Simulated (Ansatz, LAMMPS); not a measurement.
**K+ triflate in vinylene carbonate and dimethyl carbonate and a fluorinated ether (TTE) at 300 K (149 atoms): a single point**

What does DFT give for K+ triflate in vinylene carbonate and dimethyl carbonate and a fluorinated ether (TTE) at 300 K (149 atoms) as built?

Method: Kohn-Sham DFT, r2SCAN+D4, PAW (set soft_2), plane waves, in Ansatz 0.2.0.

## Step 1: Starting point

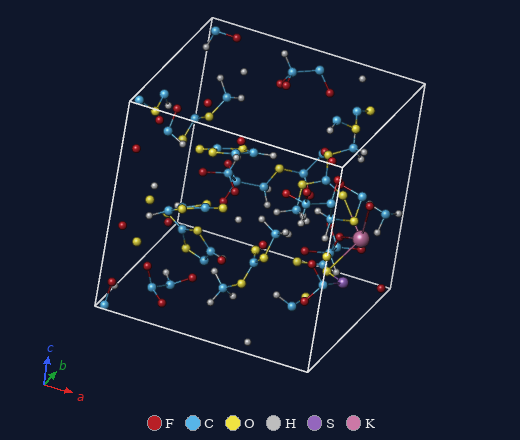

The starting structure, seen from a free direction (fluorine red, carbon blue, oxygen yellow, hydrogen light grey, sulfur purple, potassium pink). Bonds to atoms that aren't drawn are left out. Some periodic images of atoms are drawn too.

The cell holds 149 atoms: 35 F, 42 C, 28 O, 42 H, 1 S and 1 K. Its edges and angles: a = 12.605 Å, b = 12.605 Å, c = 12.605 Å, α = 90.0°, β = 90.0°, γ = 90.0°. 4 vinylene carbonate, 3 dimethyl carbonate, 4 a fluorinated ether (TTE), 1 K+, 1 triflate placed at random, at 1.44 g/cm³; overlaps pushed apart, then 10 ps at 550 K with Joung-Cheatham ions (J. Phys. Chem. B 112, 9020 (2008)); MMFF94 bonds, angles, torsions, charges and radii (Halgren, J. Comput. Chem. 17, 490 (1996)) in harmonic and 12-6 forms; charges of ions scaled by 0.8. Snapshot after 30 ps at 300 K and fixed volume.

Before any run, some limits are plain. The network of contacts between molecules at the start is that of the classical potential that made the cell, and needn't be the one that DFT or experiment would give. The density was typed from a rule of thumb and may lie off the real one at this temperature. Sampling is at Γ alone, for a cell whose shortest periodic width is 13 Å.

## Step 2: The classical run that made the cell

A classical potential supplies the starting structure, since it reaches far longer times than DFT.

This step: classical MD, Joung-Cheatham ions (J. Phys. Chem. B 112, 9020 (2008)); MMFF94 bonds, angles, torsions, charges and radii (Halgren, J. Comput. Chem. 17, 490 (1996)) in harmonic and 12-6 forms; charges of ions scaled by 0.8 (LAMMPS 22 Jul 2025 - Update 4).

Input file in.lmp:

```
# K+ triflate in vinylene carbonate and dimethyl carbonate and a fluorinated ether (TTE)
units real
atom_style full
boundary p p p
bond_style harmonic
angle_style harmonic
dihedral_style opls
improper_style harmonic
special_bonds lj 0 0 0.5 coul 0 0 0.75
read_data data.lmp
neigh_modify delay 0 every 1 check yes one 4000
comm_modify cutoff 12.0
timestep 0.5
thermo_style custom step time temp pe press density
thermo_modify norm yes
# push overlapping molecules apart
pair_style soft 2.6
pair_coeff * * 0.0
variable a equal ramp(1,60)
fix ad all adapt 1 pair soft a * * v_a
velocity all create 550 50659 mom yes dist gaussian
fix lim all nve/limit 0.03
fix lan all langevin 550 550 50 50660 zero yes
thermo 1000
run 3000 post no
unfix ad
pair_style lj/cut/coul/long 9.0
pair_modify mix arithmetic tail yes
pair_coeff 1 1 0.0801 2.5590   # F
pair_coeff 2 2 0.0678 3.3680   # C
pair_coeff 3 3 0.0763 3.0430   # O
pair_coeff 4 4 0.0216 2.5400   # H
pair_coeff 5 5 0.0678 3.4070   # C
pair_coeff 6 6 0.0763 2.9870   # O
# [... 22 lines left out ...]
compute msd all msd com yes
thermo 7500
fix md all nvt temp 300 300 100
run 30000 post no
print "== T300: mean square displacement over the hold $(c_msd[4]:%.2f) A^2"
unfix md
uncompute msd
write_dump all custom T300.dump id type xs ys zs modify sort id
```

Launch:

```bash
lmp -in in.lmp -log none -nocite
```

Log:

```text
LAMMPS (22 Jul 2025 - Update 4)
Reading data file ...
  orthogonal box = (0 0 0) to (12.60533 12.60533 12.60533)
  149 atoms
  orthogonal box = (0 0 0) to (12.60533 12.60533 12.60533)
  140 bonds
  231 angles
  219 dihedrals
  15 impropers
   Step          Time           Temp          PotEng         Press         Density
         0   0              550            0.52958386    -1629.4327      1.4349984
      1000   500            490.28001      1.7312551      10291.092      1.4349984
      2000   1000           499.69045      1.827858       12009.344      1.4349984
      3000   1500           519.55558      1.6929865      9002.1606      1.4349984
Loop time of 0.25977 s on 1 MPI rank(s) for 3000 steps with 149 atoms
PPPM initialization ...
WARNING: System is not charge neutral, net charge = -8e-05
  G vector (1/distance) = 0.30241521
  grid = 8 8 8
  estimated relative force accuracy = 2.9724594e-05
[... 15 lines left out ...]
      2000   1000           556.51294      3.4032167      11584.106      1.4349984
Loop time of 0.833931 s on 1 MPI rank(s) for 2000 steps with 149 atoms
   Step          Time           Temp          PotEng         Press         Density
      2000   1000           556.51294      3.4032167      11584.106      1.4349984
[... 5 lines left out ...]
Loop time of 4.36868 s on 1 MPI rank(s) for 10000 steps with 149 atoms
   Step          Time           Temp          PotEng         Press         Density
[... 4 lines left out ...]
Loop time of 2.16257 s on 1 MPI rank(s) for 5000 steps with 149 atoms
   Step          Time           Temp          PotEng         Press         Density
[... 2 lines left out ...]
     30000   29000          286.71135      2.8135791     -4524.0857      1.4349984
     37500   36500          333.41974      2.6755319      5416.5179      1.4349984
     45000   44000          296.21997      2.6810785      5786.0119      1.4349984
     47000   46000          282.28902      2.675237      -1785.8223      1.4349984
Loop time of 12.6886 s on 1 MPI rank(s) for 30000 steps with 149 atoms
== T300: mean square displacement over the hold 19.62 A^2
```

Wall time 21 s (1 thread of Arm Neoverse V2, shared host); peak memory 0.13 GiB.

The input also reads data.lmp (atoms, bonds and types; not printed here).

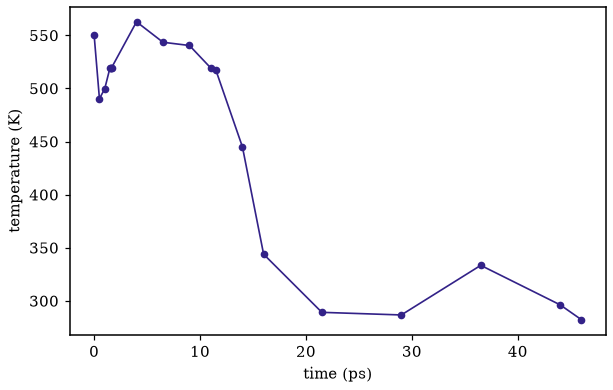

Temperature, plotted against time.

## Step 3: Plane-wave single point

One self-consistent run at the given positions yields energy and forces.

Input file input.yaml:

```yaml
crystal:
  lattice:
    - [12.60533, 0.0, 0.0]
    - [0.0, 12.60533, 0.0]
    - [0.0, 0.0, 12.60533]
  atoms:
    - { symbol: F, position: [0.03659, 0.59322, 0.73367] }
    - { symbol: C, position: [0.03641, 0.51773, 0.65434] }
    - { symbol: F, position: [0.97898, 0.56433, 0.57307] }
    - { symbol: C, position: [0.98604, 0.40977, 0.68478] }
    - { symbol: F, position: [0.87352, 0.42854, 0.70145] }
    - { symbol: F, position: [0.03639, 0.36341, 0.77188] }
    - { symbol: O, position: [0.99179, 0.33066, 0.59942] }
    - { symbol: C, position: [0.91014, 0.25256, 0.61601] }
    - { symbol: C, position: [0.91911, 0.18938, 0.71966] }
    - { symbol: F, position: [0.91357, 0.24832, 0.8085] }
    - { symbol: F, position: [0.01962, 0.15042, 0.71428] }
    - { symbol: C, position: [0.83677, 0.09504, 0.72972] }
    - { symbol: F, position: [0.73098, 0.12433, 0.7352] }
    - { symbol: F, position: [0.84955, 0.03342, 0.8171] }
    - { symbol: H, position: [0.11303, 0.51174, 0.61874] }
    - { symbol: H, position: [0.83356, 0.29483, 0.61259] }
    - { symbol: H, position: [0.91543, 0.19877, 0.54544] }
    - { symbol: H, position: [0.84281, 0.04747, 0.65718] }
    - { symbol: F, position: [0.00221, 0.8581, 0.05985] }
    - { symbol: C, position: [0.05063, 0.91584, 0.98506] }
    - { symbol: F, position: [0.1575, 0.89297, 0.99539] }
    - { symbol: C, position: [0.03199, 0.03398, 0.002] }
    - { symbol: F, position: [0.04081, 0.05666, 0.109] }
    - { symbol: F, position: [0.93058, 0.06062, 0.98304] }
    - { symbol: O, position: [0.09137, 0.10294, 0.93904] }
    - { symbol: C, position: [0.08526, 0.21051, 0.97598] }
    - { symbol: C, position: [0.17225, 0.2264, 0.05462] }
    - { symbol: F, position: [0.25176, 0.14872, 0.03617] }
    - { symbol: F, position: [0.13988, 0.21209, 0.15453] }
    - { symbol: C, position: [0.21761, 0.33756, 0.03673] }
    - { symbol: F, position: [0.24553, 0.34313, 0.93044] }
    - { symbol: F, position: [0.30704, 0.35071, 0.09486] }
    [... 111 atom lines left out ...]
    - { symbol: O, position: [0.03656, 0.42173, 0.35854] }
    - { symbol: C, position: [0.92535, 0.25365, 0.29774] }
    - { symbol: F, position: [0.86761, 0.21101, 0.21751] }
    - { symbol: F, position: [0.00595, 0.18512, 0.32035] }
    - { symbol: F, position: [0.86128, 0.24838, 0.38194] }
    - { symbol: K, position: [0.94435, 0.63193, 0.37478] }
kpoints:
  mp_grid: { grid: [1, 1, 1] }
hamiltonian:
  xc: r2scan
  dispersion: d4
scf:
  occupations: { method: fixed }
output:
  forces: true
  stress: true
  populations: true
  dos:
    method: { smearing: { sigma: 0.1 } }
    de: 0.1
    projected: { site_lists: { C: [C], F: [F], H: [H], K: [K], O: [O] } }
  eigenvalues: true
  write_density: true
  write_potential: true
  volumetric_format: npy
```

Launch:

```bash
ansatz run input.yaml --threads 8 --pin off --max-ram 15872MiB --backend cpu --events-out ev --progress --plain --runs-dir out
```

Log:

```text
Engine: ansatz 0.2.0, aarch64-unknown-linux-gnu
Pseudopotentials: kind: paw
Pseudopotential: F, paw, valence charge 7, recommended cutoff 500 eV (meta_gga), F.paw.azcp
Pseudopotential: C, paw, valence charge 4, recommended cutoff 500 eV (meta_gga), C.paw.azcp
Pseudopotential: O, paw, valence charge 6, recommended cutoff 500 eV (meta_gga), O.paw.azcp
Pseudopotential: H, paw, valence charge 1, recommended cutoff 500 eV (meta_gga), H.paw.azcp
Pseudopotential: S, paw, valence charge 6, recommended cutoff 500 eV (meta_gga), S.paw.azcp
Pseudopotential: K, paw, valence charge 9, recommended cutoff 500 eV (meta_gga), K.paw.azcp
[... 6 lines on functional and potentials left out ...]
Crystal: 149 atoms, lattice volume = 2002.916 Å³
Basis set: ecut = 500 eV, 50733 PW (Γ), exchange–correlation on 384×384×384 points (64 copies of the dense FFT grid, shifted against one another)
Bands: 468, of which v1, the nominal top of the filled ones, is band 319 counted from 1 (318 counted from 0)
Symmetry: 1 space group operations
Space group: P1 (ITA 1), of the structure as read, at distance tolerance 1.3e-4 Å
k-points: 1
[... 18 lines on functional and potentials left out ...]
Initial density: superposition of atomic densities (neutral atoms: chi_scale 0, normalization atom), corrected by the library's trained network
Initial wavefunctions: pseudopotential atomic-orbital guess
Functional: x = r2scan, c = r2scan; τ floored in thin density (d = 2e-4 eV/Å³)
SCF iter   1: F=—  HF=-57908.282091 eV  |F-HF|=—  |Δ(HF+E_count)|=         —  Δρ=1.04e-2  dr2=2.02e0  dr2_τ=1.29e1  ethr=1.77e-3  ⟨swp⟩=4.0  Hψ=1696  notcnv=0  defer=145
preconditioner: auto → Resta (q_TF=auto, 2.255 Å⁻¹)  ε∞=2.4  [insulator: Δε(μ)=4.929 eV  Ē_g=16.549 eV  n_scr=388 (ndim 8)  ℏωp=19.6 eV  f_vac=0.352  ε∞_Penn≈2.4]
SCF iter   2: F=—  HF=-57908.295267 eV  |F-HF|=—  |Δ(HF+E_count)|=   1.32e-2  Δρ=4.96e-3  dr2=2.78e-1  dr2_τ=6.22e-2  ethr=3.17e-4  ⟨swp⟩=2.0  Hψ=848  notcnv=0  defer=143
SCF iter   3: F=—  HF=-57908.290569 eV  |F-HF|=—  |Δ(HF+E_count)|=   4.70e-3  Δρ=2.15e-3  dr2=8.52e-2  dr2_τ=6.12e-3  ethr=4.35e-5  ⟨swp⟩=2.0  Hψ=596  notcnv=0  defer=147
SCF iter   4: F=—  HF=-57908.300731 eV  |F-HF|=—  |Δ(HF+E_count)|=   1.02e-2  Δρ=9.71e-4  dr2=2.00e-2  dr2_τ=2.50e-3  ethr=1.34e-5  ⟨swp⟩=3.0  Hψ=598  notcnv=0  defer=147
SCF iter   5: F=—  HF=-57908.302673 eV  |F-HF|=—  |Δ(HF+E_count)|=   1.94e-3  Δρ=3.29e-4  dr2=2.82e-3  dr2_τ=2.02e-4  ethr=3.13e-6  ⟨swp⟩=2.0  Hψ=827  notcnv=0  defer=144
SCF iter   6: F=—  HF=-57908.305291 eV  |F-HF|=—  |Δ(HF+E_count)|=   2.62e-3  Δρ=1.26e-4  dr2=4.22e-4  dr2_τ=3.24e-5  ethr=4.42e-7  ⟨swp⟩=2.0  Hψ=610  notcnv=0  defer=147
SCF iter   7: F=—  HF=-57908.306184 eV  |F-HF|=—  |Δ(HF+E_count)|=   8.93e-4  Δρ=8.68e-5  dr2=1.34e-4  dr2_τ=1.61e-5  ethr=6.62e-8  ⟨swp⟩=3.0  Hψ=627  notcnv=0  defer=147
SCF iter   8: F=—  HF=-57908.306234 eV  |F-HF|=—  |Δ(HF+E_count)|=   4.99e-5  Δρ=2.12e-5  dr2=1.05e-5  dr2_τ=9.67e-7  ethr=2.10e-8  ⟨swp⟩=3.0  Hψ=612  notcnv=0  defer=144
SCF iter   9: F=—  HF=-57908.306805 eV  |F-HF|=—  |Δ(HF+E_count)|=   5.71e-4  Δρ=1.29e-5  dr2=3.18e-6  dr2_τ=3.60e-7  ethr=1.64e-9  ⟨swp⟩=3.0  Hψ=752  notcnv=0  defer=143
SCF iter  10: F=—  HF=-57908.306813 eV  |F-HF|=—  |Δ(HF+E_count)|=   8.60e-6  Δρ=3.74e-6  dr2=3.53e-7  dr2_τ=3.49e-8  ethr=4.98e-10  ⟨swp⟩=2.0  Hψ=630  notcnv=0  defer=143
SCF iter  11: F=-57908.306816 eV  HF=-57908.306816 eV  |F-HF|=4.50e-7  |Δ(HF+E_count)|=   2.32e-6  Δρ=1.58e-6  dr2=6.29e-8  dr2_τ=5.22e-9  ethr=1.57e-11  ⟨swp⟩=25.0  Hψ=4516  notcnv=0
SCF 1 converged in 11 iterations: F = -57908.306816 eV  dr2 = 6.29e-8
  greatest PAW one-centre occupation: 0.989 electrons in one spin orbital (limit 2), on the K atom at site 148 (counted from 0), in its partial waves of l = 0
WARN: The output density's exchange-correlation potential varies sharply where the density is thin. Do not read a vacuum level from v_tot or v_xc, or from such a field of the output density. On a cell that repeats whose density bears no net charge and no dipole along the vacuum's axis use v_es (v_loc + v_h of the components); [...]
SCF converged after 11 iterations
Free energy (F): -57908.306816 eV
Harris-Foulkes:  -57908.306816 eV  (|F-HF|=4.50e-7)
Internal energy: -57908.306816 eV  (E = F + TS)
E sigma→0 (E₀):  -57908.306816 eV
Fermi energy:    -0.483196 eV
--- Per-component energies (eV) ---
  E_band       = -6917.476964
  E_kinetic    = 16896.867943
  E_local      = -76636.291172  (includes V_loc(G=0)·N_el)
  E_nonlocal   = 5096.554410
  E_hartree    = 30665.922266
  E_xc         = -7342.452407
  E_vxc        = -10522.573392  (∫ρ·V_xc dr)
  E_paw        = -17234.039431  (= ΣΔE_a)
  E_vpaw       = -3796.831815  (= ΣTr[D̂ρ^β])
  E_aug_tail   = 0.044912  (compensation charges beyond the density's cutoff)
  E_vtau       = 712.913992  (kinetic-family band-sum trace: ∫τ·v_τ [+ j·A + Jᵃ·Aᵃ] dr)
  E_ewald      = -9348.279334
  E_disp       = -3.294506  (pairwise vdW)
  E_core_change = -3.339498  (= ΣΔE_core)
  E_smearing   = -0.000000  (= −TS)
  E_closure    = 0.000000  (closes the sum)
  Σ components = -57908.306816   (vs F -57908.306816, Δ=0.00e0)
--- Forces (eV/Å), atoms counted from 1 ---
  atom   1  F     -0.09693893    -1.58286885    -0.36909874
  atom   2  C     -0.38185285     1.42591820    -0.73999693
  atom   3  F     -0.36392527    -0.70407306     0.58164098
  atom   4  C     -1.04851249    -2.11293860    -0.90805692
  atom   5  F      2.73012085     0.05633310     0.64891665
  atom   6  F     -0.77542814     2.68257443    -1.56635981
  atom   7  O     -0.21990481     1.89157408     2.47655364
  atom   8  C     -1.29862073     0.23944203    -1.07005799
  atom   9  C      0.16384614    -0.46421004    -0.51914476
  atom  10  F     -1.20921537    -0.57515052     0.58450403
  atom  11  F     -0.09776137    -0.59833700     0.84480216
  atom  12  C     -0.67386119    -0.61489495    -1.08768744
  atom  13  F      0.79817271     0.91164938    -0.10405037
  atom  14  F      0.60263076     0.37854878    -0.62976173
[...]
atom 148  F      0.22514824     0.52374438     0.27046170
  atom 149  K      0.15606760    -0.17112763    -0.12745461
  max |Σ_I F_I| component: 1.16e-4 eV/Å
--- Stress (GPa, compression-positive) ---
       -0.603053      -0.468018       0.025248
       -0.468017      -1.507036       0.044974
        0.025248       0.044974      -1.393159
  P = ⅓ Tr σ = -1.1677 GPa (-11.677 kbar)
--- Band table (eV) ---
  k-point 0: bands = ["-29.7515", "-29.1814", "-29.0450", "-28.9658", [... 452 levels ...], "10.6090", "10.6335", "10.6486", "10.7304", "10.7363", "10.7639", "10.7991", "10.8265", "10.8700", "10.9136", "10.9331", "10.9904"]
--- Löwdin populations: 149 sites ---
  site symbol       q [e]
     0      F      7.2515
     1      C      3.4966
     2      F      7.2713
[...]
148      K      8.1617
  spilling = 0.011674 (of n_electrons = 638.000000)
```

The job ended after 52 s (8 threads of Arm Neoverse V2, shared host; peak memory 5.9 GiB; 6.7 min of CPU time).

The program notes that the exchange-correlation potential is rough where the density is thin.

Numbers from this run:

```
free energy                                      : -57908.3068 eV
free energy per atom                             : -388.6464 eV/atom
SCF cycles                                       : 11
pressure                                         : -1.168 GPa
r.m.s. force component                           : 1.007 eV/Å
longest force                                    : 4.121 eV/Å
Fermi energy                                     : -0.4832 eV
gap (highest filled to lowest empty level) : 4.631 eV
spilling of the projection                       : 0.01167
```

Neighbours are counted within 1.82 Å (C-C), 1.34 Å (C-H), 1.62 Å (C-F), 1.73 Å (C-O), 2.21 Å (C-S), 3.04 Å (F-K), 3.15 Å (O-K), 1.88 Å (O-S).

Length of the force by element and coordination:

| element | coordination | atoms | mean length of the force (eV/Å) | spread | least | most |
| --- | --- | --- | --- | --- | --- | --- |
| C | all | 42 | 2.07 | 0.892 | 0.179 | 4.12 |
| C | 3 | 15 | 2.44 | 1.13 | 0.179 | 4.12 |
| C | 4 | 27 | 1.86 | 0.640 | 0.715 | 3.16 |
| F | all | 35 | 1.15 | 0.646 | 0.146 | 3.20 |
| F | 1 | 33 | 1.14 | 0.659 | 0.146 | 3.20 |
| F | 2 | 2 | 1.32 | 0.335 | 0.983 | 1.65 |
| H | all | 42 | 0.951 | 0.442 | 0.166 | 2.21 |
| K | all | 1 | 0.264 | 0 | 0.264 | 0.264 |
| O | all | 28 | 1.94 | 0.944 | 0.211 | 3.97 |
| O | 1 | 6 | 1.58 | 1.10 | 0.211 | 3.27 |
| O | 2 | 21 | 2.10 | 0.852 | 0.812 | 3.97 |
| O | 3 | 1 | 0.872 | 0 | 0.872 | 0.872 |
| S | all | 1 | 1.44 | 0 | 1.44 | 1.44 |

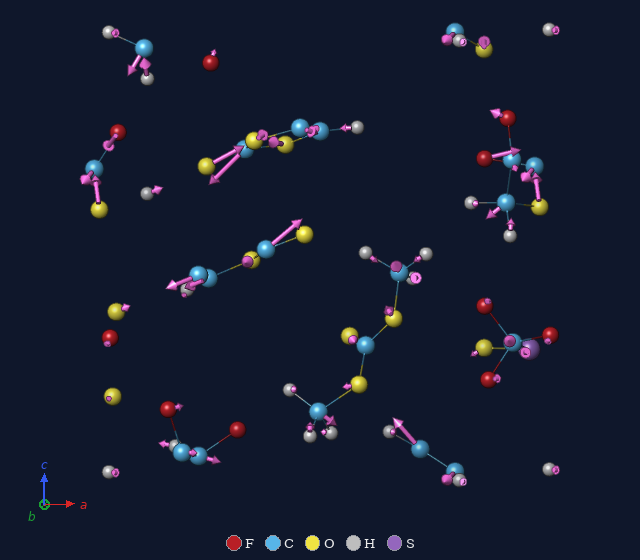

Forces as arrows; the longest in the cell is 4.12 eV/Å. Drawn is a slice 4 Å thick, seen along the normal of the ac plane. Bonds to atoms that aren't drawn are left out.

Löwdin charges by element and coordination (they lack the spilled electrons, 0.050 e an atom on average):

| element | coordination | atoms | mean charge (e) | spread | least | most |
| --- | --- | --- | --- | --- | --- | --- |
| C | all | 42 | 0.338 | 0.374 | -0.234 | 0.793 |
| C | 3 | 15 | 0.367 | 0.351 | 0.0161 | 0.752 |
| C | 4 | 27 | 0.322 | 0.385 | -0.234 | 0.793 |
| F | all | 35 | -0.255 | 0.0194 | -0.290 | -0.221 |
| F | 1 | 33 | -0.254 | 0.0196 | -0.290 | -0.221 |
| F | 2 | 2 | -0.269 | 0.0028 | -0.271 | -0.266 |
| H | all | 42 | 0.220 | 0.0228 | 0.176 | 0.262 |
| K | all | 1 | 0.838 | 0 | 0.838 | 0.838 |
| O | all | 28 | -0.369 | 0.177 | -0.833 | -0.201 |
| O | 1 | 6 | -0.502 | 0.140 | -0.811 | -0.413 |
| O | 2 | 21 | -0.336 | 0.172 | -0.833 | -0.201 |
| O | 3 | 1 | -0.26 | 0 | -0.26 | -0.26 |
| S | all | 1 | 2.39 | 0 | 2.39 | 2.39 |

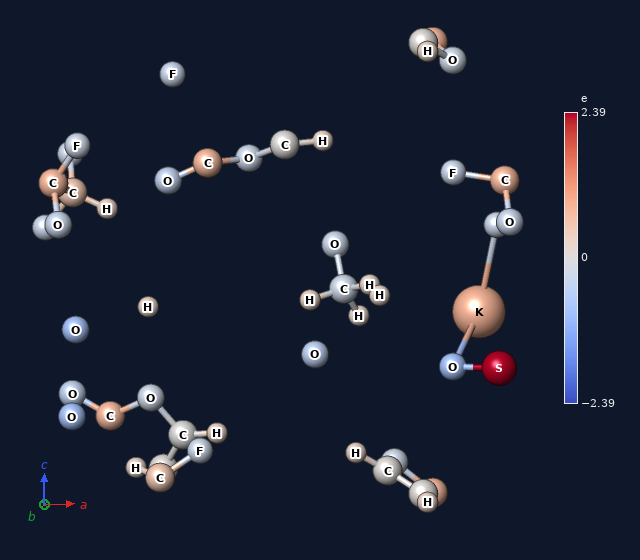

Atoms coloured by Löwdin charge. Drawn is a slice 4 Å thick, seen along the normal of the ac plane. Bonds to atoms that aren't drawn are left out.

States in the cell by windows of 1 eV, zero at the Fermi level; the larger projections on atomic orbitals stand beside the total:

| from (eV) | to (eV) | total | F p | O p | C p | H s | C s |
| --- | --- | --- | --- | --- | --- | --- | --- |
| -18 | -16 | 0.0 | 0.0 | 0.0 | 0.0 | 0.0 | 0.0 |
| -16 | -15 | 8.0 | 0.9 | 0.6 | 1.4 | 0.5 | 3.5 |
| -15 | -14 | 15.5 | 1.5 | 1.5 | 2.6 | 1.0 | 6.8 |
| -14 | -13 | 10.7 | 1.1 | 2.1 | 1.1 | 1.4 | 3.9 |
| -13 | -12 | 11.9 | 1.4 | 0.7 | 1.1 | 1.2 | 2.8 |
| -12 | -11 | 26.3 | 4.6 | 5.6 | 4.4 | 2.2 | 4.7 |
| -11 | -10 | 13.6 | 3.7 | 2.6 | 3.0 | 0.5 | 1.4 |
| -10 | -9 | 38.2 | 17.7 | 2.8 | 11.9 | 1.7 | 0.8 |
| -9 | -8 | 47.6 | 21.6 | 5.5 | 13.3 | 3.0 | 1.0 |
| -8 | -7 | 32.3 | 8.3 | 9.8 | 9.7 | 1.6 | 0.5 |
| -7 | -6 | 33.8 | 11.2 | 8.1 | 8.2 | 3.7 | 0.9 |
| -6 | -5 | 73.7 | 37.9 | 17.5 | 9.9 | 3.7 | 0.5 |
| -5 | -4 | 88.3 | 57.4 | 16.6 | 8.7 | 3.1 | 0.7 |
| -4 | -3 | 42.0 | 12.9 | 11.9 | 10.8 | 4.7 | 0.4 |
| -3 | -2 | 27.4 | 6.0 | 14.0 | 4.2 | 2.2 | 0.2 |
| -2 | -1 | 28.8 | 1.5 | 22.8 | 2.2 | 1.5 | 0.2 |
| -1 | 0 | 10.7 | 0.0 | 6.5 | 4.0 | 0.0 | 0.0 |
| 0 | 1 | 1.2 | 0.0 | 0.5 | 0.7 | 0.0 | 0.0 |
| 1 | 4 | 0.0 | 0.0 | 0.0 | 0.0 | 0.0 | 0.0 |
| 4 | 5 | 8.3 | 0.1 | 2.5 | 4.5 | 0.3 | 0.2 |

With fixed occupations the program's Fermi level is the highest filled level; weight inside the gap is the broadening of levels at its edges.

Between -26 and -18 eV lie 65 more states.

About 64 of the 638 electrons lie in deeper levels, below the stored range.

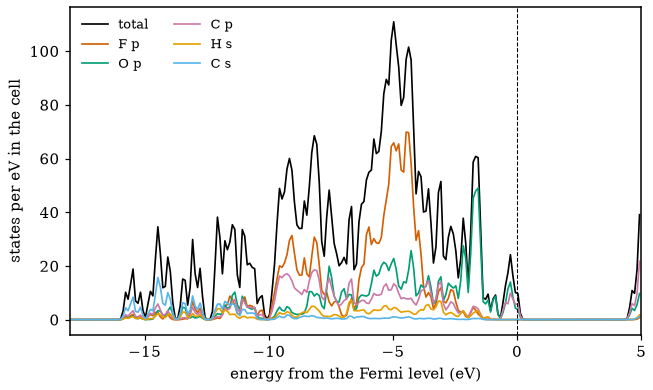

Total and projected density of states, with the broadening of the input.

Not all projections were asked for or kept, so they needn't add up to the total.

The levels nearest the highest filled one (over half full), pooled over k-points and spins:

| level less the highest filled one (eV) | occupation |
| --- | --- |
| -0.907 | 2 |
| -0.490 | 2 |
| -0.336 | 2 |
| -0.266 | 2 |
| -0.194 | 2 |
| 0 | 2 |
| 4.63 | 0 |
| 4.82 | 0 |
| 4.95 | 0 |
| 4.95 | 0 |
| 4.99 | 0 |
| 5.03 | 0 |

(Continued in part 2 of 2.)

[Logs are printed without paths, hosts, clocks, repeated set-up lines and the standing remarks that a program may print on its own settings, such as how far it seeks lower states.]

[Hosts, paths, dates, database ids (printed as entryN), source tags and the programs' standing remarks are cut or masked in the printed files.]

[The MMFF94 radii named for the starting cell were scaled by 0.96; in molecules described by MMFF94, hydrogen bound to N, O or S took a small fixed 12-6 site in their place.]
